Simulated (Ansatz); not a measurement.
A series of calculations on BH3Cl

**1. Relaxation**

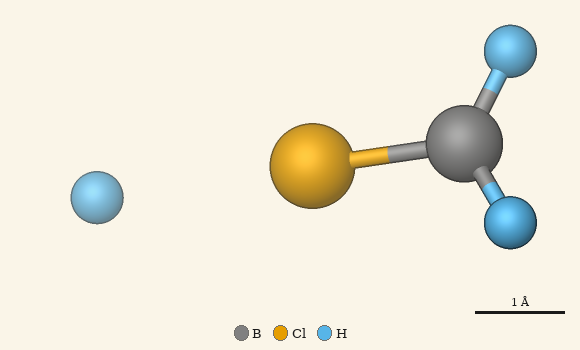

This is the input geometry for a relaxation of BH3Cl (multiplicity 2). The picture is a ball-and-stick view, seen at a tilt.

The run prepares an end point of a later path (reaction) calculation, from a guessed geometry.

All numbers below come from UKS B3LYP-D4/def2-SVP (Ansatz).

Input
```yaml
crystal:
  periodic: [false, false, false]
  atoms:
    - { symbol: B, position_ang: [0.0, 0.0, -0.081023] }
    - { symbol: Cl, position_ang: [0.0, 1.0e-06, 1.735052] }
    - { symbol: H, position_ang: [1.066413, 0.0, -0.632042] }
    - { symbol: H, position_ang: [-1.066413, 0.0, -0.632042] }
    - { symbol: H, position_ang: [0.0, 0.0, 4.310055] }
magnetization:
  spin_polarized: true
  initial_magnetization: 1
basis:
  gaussian: { orbitals: def2-SVP }
hamiltonian:
  xc: b3lyp
  dispersion: d4
relax:
  f_tol: 0.03
  max_steps: 50
```

Run as
```bash
ansatz run input.yaml --threads 1 --pin off --max-ram 2048MiB --backend cpu --events-out ev --progress --plain --runs-dir out
```

**Predict the outcome.**

The atom that moves furthest after the best rigid fit is H5 (0.43 Å). By element the largest moves are H 0.43 Å, Cl 0.15 Å, B 0.08 Å. Among the contacts that change: B1–Cl2 1.816 → 1.747 Å. Over 5 geometry steps the energy falls by 1.89 kcal/mol. The largest force component goes from 1.5 to 0.0038 eV/Å.

The structure at the end:

```xyz
5

B     0.0000    0.0000   -0.1622
Cl    0.0000    0.0000    1.5843
H     1.0581    0.0000   -0.7295
H    -1.0581    0.0000   -0.7295
H     0.0000    0.0000    4.7370
```

The end point in the same view:

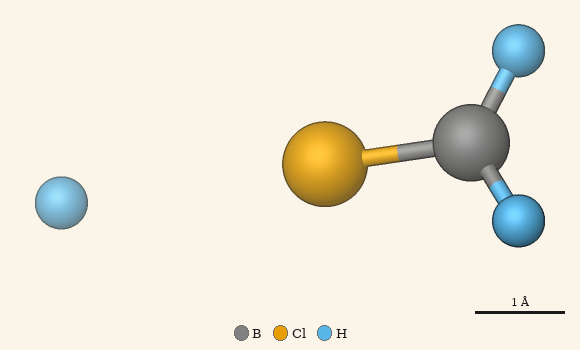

Limits of the set-up: the start holds two separate molecules, 2.6 Å apart at their closest, whose relative position is a soft coordinate.

**2. Relaxation**

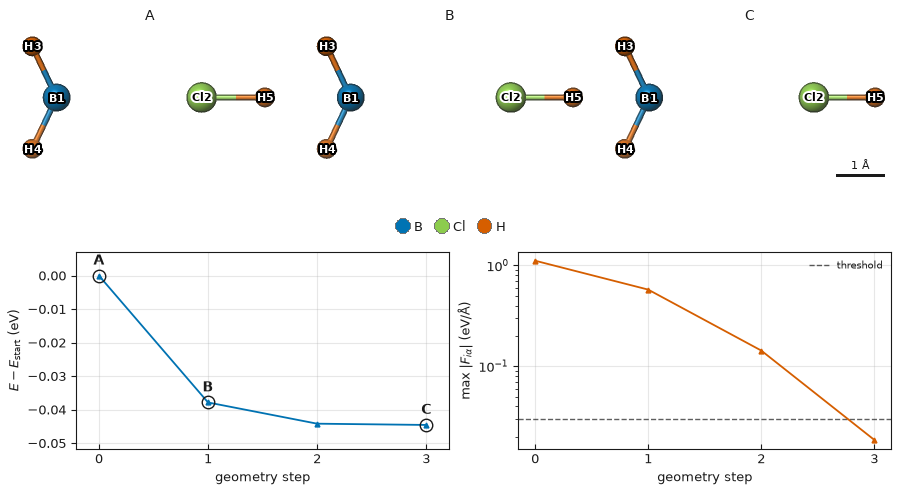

Frames of a relaxation of BH3Cl (multiplicity 2), marked on the history of the run. A ball-and-stick model, seen face on.

The run prepares an end point of a later path (reaction) calculation, from a guessed geometry.

These are results of Ansatz, UKS B3LYP-D4/def2-SVP, not measurements.

Input
```yaml
crystal:
  periodic: [false, false, false]
  atoms:
    - { symbol: B, position_ang: [0.0, 0.0, -0.347648] }
    - { symbol: Cl, position_ang: [0.0, 0.0, 2.716251] }
    - { symbol: H, position_ang: [1.087165, 0.0, -0.860779] }
    - { symbol: H, position_ang: [-1.087165, 0.0, -0.860779] }
    - { symbol: H, position_ang: [0.0, 0.0, 4.052954] }
magnetization:
  spin_polarized: true
  initial_magnetization: 1
basis:
  gaussian: { orbitals: def2-SVP }
hamiltonian:
  xc: b3lyp
  dispersion: d4
relax:
  f_tol: 0.03
  max_steps: 50
output:
  orbitals: {}
```

Command:
```bash
ansatz run input.yaml --threads 1 --pin off --max-ram 2048MiB --backend cpu --events-out ev --progress --plain --runs-dir out
```

What happens along the run?

Answer. After 3 geometry steps the energy has fallen by 0.045 eV. The largest force component goes from 1.1 to 0.019 eV/Å. Cl2 moves most after the best rigid fit: 0.26 Å. By element the largest moves are Cl 0.26 Å, H 0.21 Å, B 0.16 Å. Among the contacts that change: Cl2–H5 1.337 → 1.293 Å. From step 0 to 1: Cl2 moves most (0.19 Å), energy −0.038 eV. From step 1 to 3: Cl2 moves most (0.06 Å), energy −0.007 eV.

Limits of the set-up: the start holds two separate molecules, 3.1 Å apart at their closest, whose relative position is a soft coordinate.

**3. Path**

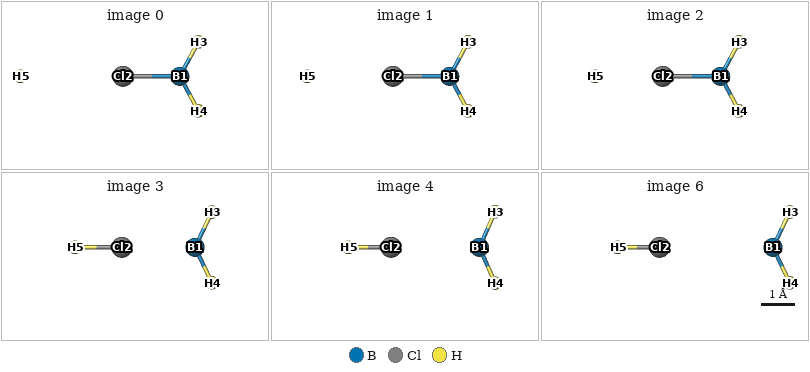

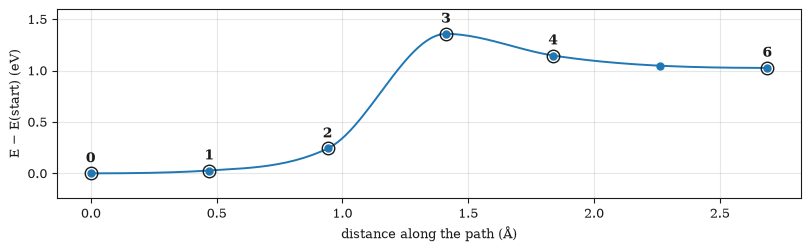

A search for the minimum-energy path of BH3Cl (multiplicity 2), made up at the start of BH2Cl and H by the nudged elastic band. Images are numbered from 0 (start) to 6 (end). Style: ball-and-stick. Shown face on.

Level of theory: Ansatz, UKS B3LYP-D4/def2-SVP.

Input file:
```yaml
crystal:
  periodic: [false, false, false]
  atoms:
    - { symbol: B, position_ang: [0.0, -1.0e-06, -0.162239] }
    - { symbol: Cl, position_ang: [0.0, 1.0e-06, 1.584288] }
    - { symbol: H, position_ang: [1.058096, 0.0, -0.729529] }
    - { symbol: H, position_ang: [-1.058096, 0.0, -0.729529] }
    - { symbol: H, position_ang: [0.0, 0.0, 4.737008] }
magnetization:
  spin_polarized: true
  initial_magnetization: 1
basis:
  gaussian: { orbitals: def2-SVP }
hamiltonian:
  xc: b3lyp
  dispersion: d4
neb:
  order_check: false
  images: 5
  f_tol: 0.05
  max_iterations: 60
  final_atoms:
    - { symbol: B, position_ang: [0.0, -2.3e-07, -0.505043] }
    - { symbol: Cl, position_ang: [0.0, 3.2e-07, 2.974005] }
    - { symbol: H, position_ang: [1.087182, -3.1e-07, -1.017844] }
    - { symbol: H, position_ang: [-1.087182, -3.1e-07, -1.017844] }
    - { symbol: H, position_ang: [0.0, 5.2e-07, 4.266725] }
  initial_path:
    images:
      - { positions_ang: [[0.0, -1.0e-06, -0.162239], [0.0, 1.0e-06, 1.584288], [1.058096, 0.0, -0.729529], [-1.058096, 0.0, -0.729529], [0.0, 0.0, 4.737008]] }
      - { positions_ang: [[0.0, -7.0e-07, -0.1081594], [0.0, 7.1e-07, 1.75952527], [1.04889733, -6.0e-08, -0.68468607], [-1.04889733, -6.0e-08, -0.68468607], [0.0, 1.1e-07, 4.41800527]] }
      - { positions_ang: [[0.0, -4.1e-07, -0.0540798], [0.0, 4.3e-07, 1.93476253], [1.03969867, -1.2e-07, -0.63984313], [-1.03969867, -1.2e-07, -0.63984313], [0.0, 2.3e-07, 4.09900253]] }
      - { positions_ang: [[0.0, -1.1e-07, -2.0e-07], [0.0, 1.4e-07, 2.1099998], [1.0305, -1.8e-07, -0.5950002], [-1.0305, -1.8e-07, -0.5950002], [0.0, 3.4e-07, 3.7799998]] }
      - { positions_ang: [[0.0, -1.5e-07, -0.1683478], [0.0, 2.0e-07, 2.39800153], [1.049394, -2.2e-07, -0.73594813], [-1.049394, -2.2e-07, -0.73594813], [0.0, 4.0e-07, 3.94224153]] }
      - { positions_ang: [[0.0, -1.9e-07, -0.3366954], [0.0, 2.6e-07, 2.68600327], [1.068288, -2.7e-07, -0.87689607], [-1.068288, -2.7e-07, -0.87689607], [0.0, 4.6e-07, 4.10448327]] }
      - { positions_ang: [[0.0, -2.3e-07, -0.505043], [0.0, 3.2e-07, 2.974005], [1.087182, -3.1e-07, -1.017844], [-1.087182, -3.1e-07, -1.017844], [0.0, 5.2e-07, 4.266725]] }
```

Launched with:
```bash
ansatz run input.yaml --threads 1 --pin off --max-ram 2048MiB --backend cpu --events-out ev --progress --plain --runs-dir out
```

> Describe the mechanism and the energy profile.

Breaking: B1–Cl2 (1.75 → 2.25 at the top → 3.48 Å). Forming: Cl2–H5 (3.15 → 1.44 at the top → 1.29 Å). Forward barrier 1.36 eV, backward barrier 0.33 eV, with image 3 at the top; the reaction energy is +1.03 eV. The band converged in 8 iterations. The largest component of the band force went from 2.8 to 0.031 eV/Å. The climbing image converged on the top of the path. Its vibrational analysis gives 2 imaginary modes over 30i cm⁻¹, so it isn't confirmed as a transition state.

Limits of the set-up: the start holds two separate molecules, 3.2 Å apart at their closest, whose relative position is a soft coordinate.

Cost: 52 s on 1 thread of Arm Neoverse V2, on a shared host, peak memory 0.1 GiB.
